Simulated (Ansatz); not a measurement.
BH3O3···H2

The calculation's input:

```
crystal:
  periodic: [false, false, false]
  atoms:
    - {symbol: B, position_ang: [0.208331, -0.537230, 0.541679]}
    - {symbol: H, position_ang: [-1.073272, 2.013076, -1.989027]}
    - {symbol: O, position_ang: [-1.120115, -0.248953, 0.419615]}
    - {symbol: O, position_ang: [0.629741, -1.456125, 1.460483]}
    - {symbol: H, position_ang: [-0.399293, 1.747590, -1.801805]}
    - {symbol: O, position_ang: [1.121970, 0.094096, -0.256837]}
    - {symbol: H, position_ang: [-1.287178, 0.410352, -0.258147]}
    - {symbol: H, position_ang: [-0.099572, -1.829818, 1.959634]}
    - {symbol: H, position_ang: [2.019488, -0.192887, -0.075595]}
basis:
  gaussian: {orbitals: def2-TZVPP}
hamiltonian: {xc: pbe0, dispersion: d4}
output: {orbitals: {seedname: orbitals}}
```

Run with:

```sh
ansatz run in.yaml --threads 4 --pin off --events-out ev --progress --plain --max-ram 9574MiB
```

The product side of a reaction path; geometry: PBE0-D4/def2-TZVP.

The calculation used RKS PBE0-D4/def2-TZVPP (Ansatz 0.2.0).

### What can the converged electron density and electron localisation function tell about the bonding?

H5···H7 (2.23 Å): the density falls to about 0.05 e/Å³ on the way; the ELF dips to about 0 between them; a weak contact between the two molecules.
B–O (1.36 Å): ρ is about 2.1 e/Å³ halfway; the ELF peaks at about 0.90 between the atoms; a polar covalent bond.
H–H (0.75 Å): ρ is about 1.8 e/Å³ halfway; the ELF is about 1 at the midpoint.
O–H (0.96 Å): ρ at the midpoint is about 3.8 e/Å³; the ELF climbs to about 1 towards the hydrogen, as it does in any bond to H: a covalent bond by its length.

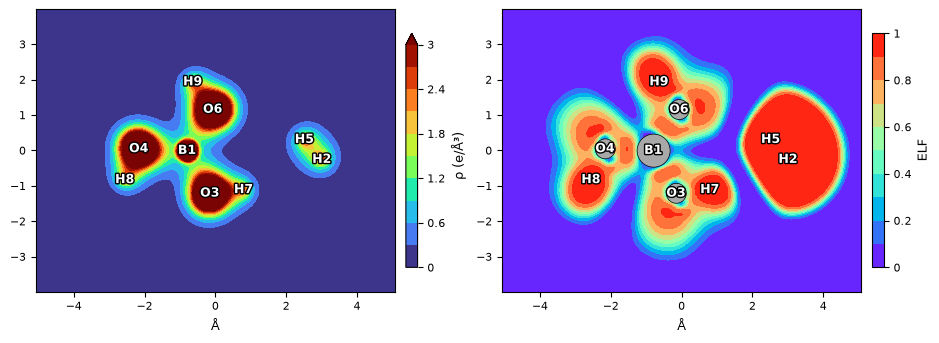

Computed electron density and electron localisation function on the molecular plane, in this order. Grey discs cover the atomic cores in the ELF map. 
